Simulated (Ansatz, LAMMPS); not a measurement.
# Relaxing Na+ triflate in dimethyl sulfoxide and tetrahydrofuran, from a frame at 300 K (123 atoms)

Wanted: the relaxed structure of Na+ triflate in dimethyl sulfoxide and tetrahydrofuran, from a frame at 300 K (123 atoms) and its electronic structure.

Calculated with Ansatz 0.2.0; Kohn-Sham DFT, PBE+D4, PAW (set soft_2), plane waves.

**1. Set-up**

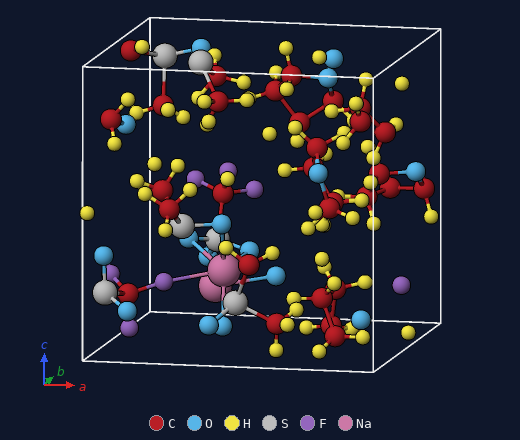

Start, viewed slightly off an axis; carbon red, oxygen blue, hydrogen yellow, sulfur light grey, fluorine purple, sodium pink. Bonds to atoms that aren't drawn are left out. Some periodic images of atoms are drawn too.

The cell holds 123 atoms: 30 C, 15 O, 64 H, 6 S, 6 F and 2 Na. Cell: a = 11.276 Å, b = 11.276 Å, c = 11.276 Å, α = 90.0°, β = 90.0°, γ = 90.0°. 4 dimethyl sulfoxide, 5 tetrahydrofuran, 2 Na+, 2 triflate placed at random, at 1.18 g/cm³; overlaps pushed apart, then 10 ps at 550 K with Joung-Cheatham ions (J. Phys. Chem. B 112, 9020 (2008)); MMFF94 bonds, angles, torsions, charges and radii (Halgren, J. Comput. Chem. 17, 490 (1996)) in harmonic and 12-6 forms; charges of ions scaled by 0.8. Snapshot after 30 ps at 300 K and fixed volume.

Before any run, some limits are plain. The network of contacts between molecules at the start is that of the classical potential that made the cell. The density was typed from a rule of thumb and may lie off the real one at this temperature. Only the Γ point is sampled, in a cell whose shortest periodic width is 11 Å.

**2. The classical run that made the cell**

A classical potential makes the cell, at a small fraction of what the same run would cost in DFT.

This step: classical MD, Joung-Cheatham ions (J. Phys. Chem. B 112, 9020 (2008)); MMFF94 bonds, angles, torsions, charges and radii (Halgren, J. Comput. Chem. 17, 490 (1996)) in harmonic and 12-6 forms; charges of ions scaled by 0.8 (LAMMPS 22 Jul 2025 - Update 4).

The input, in.lmp:

```
# Na+ triflate in dimethyl sulfoxide and tetrahydrofuran
units real
atom_style full
boundary p p p
bond_style harmonic
angle_style harmonic
dihedral_style opls
improper_style harmonic
special_bonds lj 0 0 0.5 coul 0 0 0.75
read_data data.lmp
neigh_modify delay 0 every 1 check yes one 4000
comm_modify cutoff 12.0
timestep 0.5
thermo_style custom step time temp pe press density
thermo_modify norm yes
# push overlapping molecules apart
pair_style soft 2.6
pair_coeff * * 0.0
variable a equal ramp(1,60)
fix ad all adapt 1 pair soft a * * v_a
velocity all create 550 1047 mom yes dist gaussian
fix lim all nve/limit 0.03
fix lan all langevin 550 550 50 1048 zero yes
thermo 1000
run 3000 post no
unfix ad
pair_style lj/cut/coul/long 9.0
pair_modify mix arithmetic tail yes
pair_coeff 1 1 0.0678 3.3680   # C
pair_coeff 2 2 0.0763 3.0430   # O
pair_coeff 3 3 0.0216 2.5400   # H
pair_coeff 4 4 0.2681 3.6400   # S
pair_coeff 5 5 0.0763 2.9870   # O
pair_coeff 6 6 0.0763 3.0960   # O
# [... 21 lines left out ...]
compute msd all msd com yes
thermo 7500
fix md all nvt temp 300 300 100
run 30000 post no
print "== T300: mean square displacement over the hold $(c_msd[4]:%.2f) A^2"
unfix md
uncompute msd
write_dump all custom T300.dump id type xs ys zs modify sort id
```

Started as:

```console
lmp -in in.lmp -log none -nocite
```

Numbers of over 12 decimals in the logs are rounded to 6 here.

What it wrote:

```text
LAMMPS (22 Jul 2025 - Update 4)
Reading data file ...
  orthogonal box = (0 0 0) to (11.27623 11.27623 11.27623)
  123 atoms
  orthogonal box = (0 0 0) to (11.27623 11.27623 11.27623)
  115 bonds
  209 angles
  231 dihedrals
WARNING: Bond/angle/dihedral extent > half of periodic box length
   Step          Time           Temp          PotEng         Press         Density
         0   0              550            0.45270188    -3834.6759      1.178
      1000   500            472.99489      1.8197916      23378.429      1.178
      2000   1000           510.26865      1.4231116      17785.044      1.178
      3000   1500           461.36456      1.7138749      27392.026      1.178
WARNING: Bond/angle/dihedral extent > half of periodic box length
Loop time of 0.295279 s on 1 MPI rank(s) for 3000 steps with 123 atoms
PPPM initialization ...
WARNING: System is not charge neutral, net charge = -0.00016
  G vector (1/distance) = 0.28580513
  grid = 6 6 6
  estimated relative force accuracy = 3.582049e-05
WARNING: Bond/angle/dihedral extent > half of periodic box length
   Step          Time           Temp          PotEng         Press         Density
      3000   1500           461.36456      2.4153538      19426.468      1.178
[... 17 lines left out ...]
Loop time of 0.906996 s on 1 MPI rank(s) for 2000 steps with 123 atoms
WARNING: Bond/angle/dihedral extent > half of periodic box length
   Step          Time           Temp          PotEng         Press         Density
      2000   1000           520.52735      0.96648246     1073.457       1.178
[... 5 lines left out ...]
WARNING: Bond/angle/dihedral extent > half of periodic box length
Loop time of 4.74493 s on 1 MPI rank(s) for 10000 steps with 123 atoms
WARNING: Bond/angle/dihedral extent > half of periodic box length
   Step          Time           Temp          PotEng         Press         Density
[... 4 lines left out ...]
WARNING: Bond/angle/dihedral extent > half of periodic box length
Loop time of 2.37771 s on 1 MPI rank(s) for 5000 steps with 123 atoms
WARNING: Bond/angle/dihedral extent > half of periodic box length
   Step          Time           Temp          PotEng         Press         Density
[... 2 lines left out ...]
     30000   29000          278.47253      0.42970849     1351.7729      1.178
     37500   36500          255.86589      0.35842263    -1872.3122      1.178
     45000   44000          346.32717      0.3319569      5118.8646      1.178
     47000   46000          257.35744      0.54595577    -5350.958       1.178
WARNING: Bond/angle/dihedral extent > half of periodic box length
Loop time of 14.0519 s on 1 MPI rank(s) for 30000 steps with 123 atoms
== T300: mean square displacement over the hold 6.96 A^2
```

Elapsed: 23 s, on 1 thread of Arm Neoverse V1, shared host; peak memory 0.12 GiB.

The input also reads data.lmp (atoms, bonds and types; not printed here).

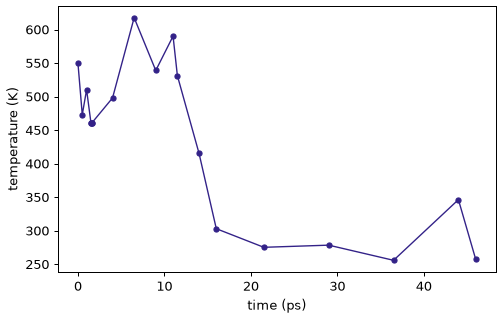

Temperature against time.

**3. Single point at the start**

A single point comes first, to see the forces before anything moves.

The input, input.yaml:

```yaml
crystal:
  lattice:
    - [11.27623, 0.0, 0.0]
    - [0.0, 11.27623, 0.0]
    - [0.0, 0.0, 11.27623]
  atoms:
    - { symbol: C, position: [0.93875, 0.07476, 0.83749] }
    - { symbol: C, position: [0.90835, 0.20325, 0.86133] }
    - { symbol: C, position: [0.97934, 0.26498, 0.77094] }
    - { symbol: O, position: [0.10007, 0.21294, 0.77246] }
    - { symbol: C, position: [0.07507, 0.09674, 0.80813] }
    - { symbol: H, position: [0.88861, 0.0337, 0.76972] }
    - { symbol: H, position: [0.93625, 0.0178, 0.90818] }
    - { symbol: H, position: [0.80908, 0.20456, 0.84598] }
    - { symbol: H, position: [0.91899, 0.23953, 0.95256] }
    - { symbol: H, position: [0.94223, 0.2533, 0.6843] }
    - { symbol: H, position: [0.99467, 0.36044, 0.78251] }
    - { symbol: H, position: [0.13847, 0.07442, 0.88165] }
    - { symbol: H, position: [0.0999, 0.04211, 0.73505] }
    - { symbol: C, position: [0.83364, 0.96698, 0.45944] }
    - { symbol: C, position: [0.78143, 0.84469, 0.44777] }
    - { symbol: C, position: [0.83987, 0.77675, 0.53885] }
    - { symbol: O, position: [0.95564, 0.82166, 0.54364] }
    - { symbol: C, position: [0.9593, 0.92957, 0.46804] }
    - { symbol: H, position: [0.79564, 0.02109, 0.53222] }
    - { symbol: H, position: [0.82053, 0.01062, 0.3772] }
    - { symbol: H, position: [0.68422, 0.83269, 0.44748] }
    - { symbol: H, position: [0.81522, 0.80218, 0.36433] }
    - { symbol: H, position: [0.79473, 0.80252, 0.62452] }
    - { symbol: H, position: [0.83142, 0.68566, 0.52466] }
    - { symbol: H, position: [0.98989, 0.90179, 0.37809] }
    - { symbol: H, position: [0.01574, 0.0011, 0.50299] }
    - { symbol: C, position: [0.67937, 0.49663, 0.60046] }
    - { symbol: C, position: [0.75161, 0.47165, 0.48833] }
    - { symbol: C, position: [0.77059, 0.33793, 0.49263] }
    - { symbol: O, position: [0.74116, 0.3005, 0.61604] }
    - { symbol: C, position: [0.71222, 0.404, 0.68451] }
    - { symbol: H, position: [0.58013, 0.49613, 0.58799] }
    [... 85 atom lines left out ...]
    - { symbol: C, position: [0.0798, 0.33179, 0.17635] }
    - { symbol: F, position: [0.0018, 0.40903, 0.22793] }
    - { symbol: F, position: [0.07857, 0.35458, 0.05602] }
    - { symbol: F, position: [0.19495, 0.36538, 0.2158] }
    - { symbol: Na, position: [0.39013, 0.41651, 0.25373] }
    - { symbol: Na, position: [0.24507, 0.91274, 0.11285] }
kpoints:
  mp_grid: { grid: [1, 1, 1] }
hamiltonian:
  xc: pbe
  dispersion: d4
scf:
  occupations: { method: fixed }
output:
  forces: true
  stress: true
  populations: true
  dos:
    method: { smearing: { sigma: 0.1 } }
    de: 0.1
    projected: { site_lists: { C: [C], F: [F], H: [H], Na: [Na], O: [O] } }
  eigenvalues: true
```

Started as:

```console
ansatz run input.yaml --threads 4 --pin off --max-ram 8192MiB --backend cpu --events-out ev --progress --plain --runs-dir out
```

What it wrote:

```text
Engine: ansatz 0.2.0, aarch64-unknown-linux-gnu
Pseudopotentials: kind: paw
Pseudopotential: C, paw, valence charge 4, recommended cutoff 420 eV (normal), C.paw.azcp
Pseudopotential: O, paw, valence charge 6, recommended cutoff 420 eV (normal), O.paw.azcp
Pseudopotential: H, paw, valence charge 1, recommended cutoff 420 eV (normal), H.paw.azcp
Pseudopotential: S, paw, valence charge 6, recommended cutoff 420 eV (normal), S.paw.azcp
Pseudopotential: F, paw, valence charge 7, recommended cutoff 420 eV (normal), F.paw.azcp
Pseudopotential: Na, paw, valence charge 9, recommended cutoff 420 eV (normal), Na.paw.azcp
[... 5 lines on functional and potentials left out ...]
Crystal: 123 atoms, lattice volume = 1433.811 Å³
Basis set: ecut = 420 eV, 28113 PW (Γ), exchange–correlation on 160×160×160 points (8 copies of the dense FFT grid, shifted against one another)
Bands: 308, of which v1, the nominal top of the filled ones, is band 185 counted from 1 (184 counted from 0)
Symmetry: 1 space group operations
Space group: P1 (ITA 1), of the structure as read, at distance tolerance 1.1e-4 Å
k-points: 1
[... 13 lines on functional and potentials left out ...]
Initial density: superposition of atomic densities (neutral atoms: chi_scale 0, normalization atom), corrected by the library's trained network
Initial wavefunctions: pseudopotential atomic-orbital guess
Functional: x = pbe(κ = 0.804, μ = 0.219515), c = pbe(β = 0.066725)
SCF iter   1: F=—  HF=-30292.792622 eV  |F-HF|=—  |Δ(HF+E_count)|=         —  Δρ=6.64e-3  dr2=1.05e0  ethr=1.77e-3  ⟨swp⟩=5.0  Hψ=1162  notcnv=0  defer=120
preconditioner: auto → Resta (q_TF=auto, 2.177 Å⁻¹)  ε∞=2.4  [insulator: Δε(μ)=4.360 eV  Ē_g=15.049 eV  n_scr=250 (ndim 8)  ℏωp=17.9 eV  f_vac=0.270  ε∞_Penn≈2.4]
SCF iter   2: F=—  HF=-30292.511781 eV  |F-HF|=—  |Δ(HF+E_count)|=   2.81e-1  Δρ=3.72e-3  dr2=2.29e-1  ethr=2.83e-4  ⟨swp⟩=2.0  Hψ=396  notcnv=0  defer=121
SCF iter   3: F=—  HF=-30292.473369 eV  |F-HF|=—  |Δ(HF+E_count)|=   3.84e-2  Δρ=1.63e-3  dr2=7.78e-2  ethr=6.18e-5  ⟨swp⟩=2.0  Hψ=363  notcnv=0  defer=121
SCF iter   4: F=—  HF=-30292.455153 eV  |F-HF|=—  |Δ(HF+E_count)|=   1.82e-2  Δρ=8.63e-4  dr2=1.32e-2  ethr=2.10e-5  ⟨swp⟩=3.0  Hψ=365  notcnv=0  defer=121
SCF iter   5: F=—  HF=-30292.452687 eV  |F-HF|=—  |Δ(HF+E_count)|=   2.47e-3  Δρ=4.21e-4  dr2=2.59e-3  ethr=3.58e-6  ⟨swp⟩=2.0  Hψ=526  notcnv=0  defer=121
SCF iter   6: F=—  HF=-30292.452305 eV  |F-HF|=—  |Δ(HF+E_count)|=   3.83e-4  Δρ=1.45e-4  dr2=3.11e-4  ethr=7.01e-7  ⟨swp⟩=2.0  Hψ=361  notcnv=0  defer=121
SCF iter   7: F=—  HF=-30292.452279 eV  |F-HF|=—  |Δ(HF+E_count)|=   2.53e-5  Δρ=5.10e-5  dr2=3.83e-5  ethr=8.40e-8  ⟨swp⟩=2.0  Hψ=360  notcnv=0  defer=120
SCF iter   8: F=—  HF=-30292.450776 eV  |F-HF|=—  |Δ(HF+E_count)|=   1.50e-3  Δρ=2.65e-5  dr2=9.44e-6  ethr=1.03e-8  ⟨swp⟩=2.0  Hψ=363  notcnv=0  defer=118
SCF iter   9: F=—  HF=-30292.450776 eV  |F-HF|=—  |Δ(HF+E_count)|=   3.59e-7  Δρ=7.04e-6  dr2=7.72e-7  ethr=2.55e-9  ⟨swp⟩=2.0  Hψ=357  notcnv=0  defer=118
SCF iter  10: F=—  HF=-30292.450776 eV  |F-HF|=—  |Δ(HF+E_count)|=   2.20e-7  Δρ=3.15e-6  dr2=1.48e-7  ethr=2.09e-10  ⟨swp⟩=2.0  Hψ=355  notcnv=0  defer=118
SCF iter  11: F=-30292.450776 eV  HF=-30292.450776 eV  |F-HF|=1.42e-8  |Δ(HF+E_count)|=   1.57e-8  Δρ=1.51e-6  dr2=3.30e-8  ethr=2.70e-11  ⟨swp⟩=16.0  Hψ=2287  notcnv=0
SCF 1 converged in 11 iterations: F = -30292.450776 eV  dr2 = 3.30e-8
  greatest PAW one-centre occupation: 0.999 electrons in one spin orbital (limit 2), on the Na atom at site 121 (counted from 0), in its partial waves of l = 0
SCF converged after 11 iterations
Free energy (F): -30292.450776 eV
Harris-Foulkes:  -30292.450776 eV  (|F-HF|=1.42e-8)
Internal energy: -30292.450776 eV  (E = F + TS)
E sigma→0 (E₀):  -30292.450776 eV
Fermi energy:    -0.274754 eV
--- Per-component energies (eV) ---
  E_band       = -3349.140161
  E_kinetic    = 8426.461111
  E_local      = -33072.688584  (includes V_loc(G=0)·N_el)
  E_nonlocal   = 2479.816373
  E_hartree    = 12649.257683
  E_xc         = -4269.484325
  E_vxc        = -5185.128291  (∫ρ·V_xc dr)
  E_paw        = -10722.604664  (= ΣΔE_a)
  E_vpaw       = -1296.074378  (= ΣTr[D̂ρ^β])
  E_aug_tail   = -0.039767  (compensation charges beyond the density's cutoff)
  E_ewald      = -5777.138544
  E_disp       = -6.030059  (pairwise vdW)
  E_smearing   = -0.000000  (= −TS)
  E_closure    = -0.000000  (closes the sum)
  Σ components = -30292.450776   (vs F -30292.450776, Δ=0.00e0)
--- Forces (eV/Å), atoms counted from 1 ---
  atom   1  C      3.34284061     2.28366751    -0.19246887
  atom   2  C     -2.93189171    -0.09983813     0.91260449
  atom   3  C      1.46133813     1.76605672    -0.39028520
  atom   4  O     -1.83156400     0.96765100     0.38680063
  atom   5  C      0.67890886    -2.10183985     0.46126381
  atom   6  H     -0.47704014    -0.17653361    -1.37222080
  atom   7  H     -0.30235799    -1.49600724     2.49812376
  atom   8  H      0.84156899     0.75451768    -0.13474291
  atom   9  H      0.36547876    -0.72811388    -0.49689565
  atom  10  H     -0.40968443    -0.22512251    -0.97089938
  atom  11  H     -0.25600892     0.09898707     0.23554911
  atom  12  H     -0.73918269     0.00000932    -0.06903596
  atom  13  H      0.38205468    -1.14363918    -0.91480357
  atom  14  C     -0.87164604    -0.17788351    -0.18821556
[...]
atom 122  Na     0.16971543     0.24456686     0.48829464
  atom 123  Na     0.27100632     0.38407565    -0.00052820
  max |Σ_I F_I| component: 1.34e-4 eV/Å
--- Stress (GPa, compression-positive) ---
        1.407989      -0.564070       0.445779
       -0.564070       1.928073      -1.114124
        0.445779      -1.114124       1.675497
  P = ⅓ Tr σ = 1.6705 GPa (16.705 kbar)
--- Band table (eV) ---
  k-point 0: bands = ["-50.4785", "-50.4621", "-28.0053", "-27.5514", [... 292 levels ...], "10.3476", "10.4266", "10.4453", "10.5399", "10.5850", "10.6470", "10.6814", "10.7076", "10.7427", "10.7932", "10.8312", "10.8413"]
--- Löwdin populations: 123 sites ---
  site symbol       q [e]
     0      C      4.3171
     1      C      4.2670
     2      C      4.0749
[...]
122     Na      8.2037
  spilling = 0.014630 (of n_electrons = 370.000000)
```

Wall time 22 s (4 threads of Arm Neoverse V1, shared host); peak memory 1.7 GiB.

The column dr2 measures how far the density is from self-consistency, as an energy; F and HF (Harris–Foulkes) agree once it is small.

Numbers from this run:

| Property | Result |
| --- | --- |
| free energy | -30292.4508 eV |
| free energy per atom | -246.2801 eV/atom |
| SCF cycles | 11 |
| pressure | 1.671 GPa |
| r.m.s. force component | 0.9242 eV/Å |
| longest force | 4.606 eV/Å |
| Fermi energy | -0.2748 eV |
| gap (highest filled to lowest empty level) | 3.997 eV |
| spilling of the projection | 0.01463 |

The r.m.s. force component of 0.92 eV/Å and the pressure of 1.7 GPa set the starting point.

Length of the force by element:

```csv
element,coordination,atoms,mean length of the force (eV/Å),spread,least,most
C,all,30,2.09,0.915,0.789,4.61
F,all,6,1.34,0.486,0.955,2.35
H,all,64,0.970,0.556,0.258,2.99
Na,all,2,0.521,0.0509,0.470,0.572
O,all,15,1.47,0.594,0.578,2.34
S,all,6,2.13,0.529,1.65,3.24
```

(Continued in part 2 of 3.)

[Logs are printed without paths, hosts, clocks, repeated set-up lines and the standing remarks that a program may print on its own settings, such as how far it seeks lower states.]

[Hosts, paths, dates, database ids (printed as entryN), source tags and the programs' standing remarks are cut or masked in the printed files.]

[The MMFF94 radii named for the starting cell were scaled by 0.96; in molecules described by MMFF94, hydrogen bound to N, O or S took a small fixed 12-6 site in their place.]
